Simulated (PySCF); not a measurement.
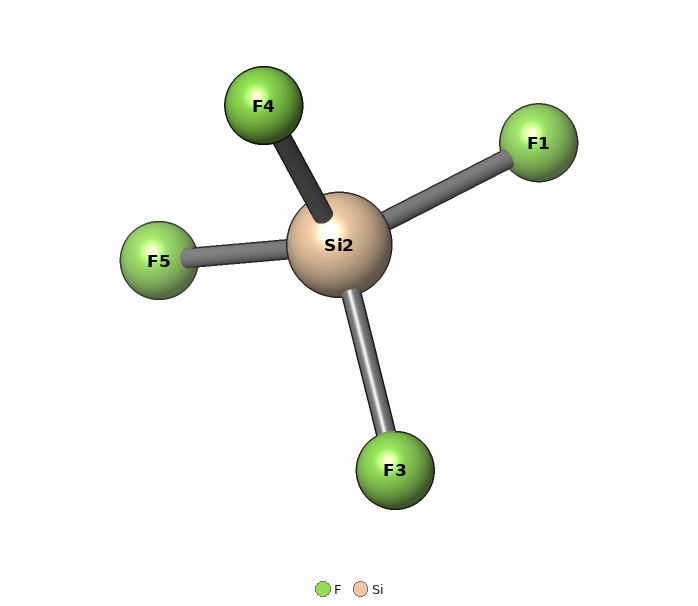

The geometry was computed by an optimisation with PBE0-D3(BJ)/def2-TZVP. No frequency run is at hand to confirm it as a minimum. Method: GIAO ωB97X-D/pcSseg-2 NMR shielding, non-relativistic, gas phase (PySCF 2.14.0), and the same with a continuum solvent (IEF-PCM, Bondi radii x 1.2, gas-phase geometry).

How do dipole (D), HOMO–LUMO gap (eV), σ(F1) (ppm), σ(Si2) (ppm) change in chloroform (ε = 4.7)?

```csv
medium,dipole (D),HOMO–LUMO gap (eV),σ(F1) (ppm),σ(Si2) (ppm)
gas phase,0.00,17.26,350.8,450.5
chloroform,0.00,17.30,352.0,451.4
```
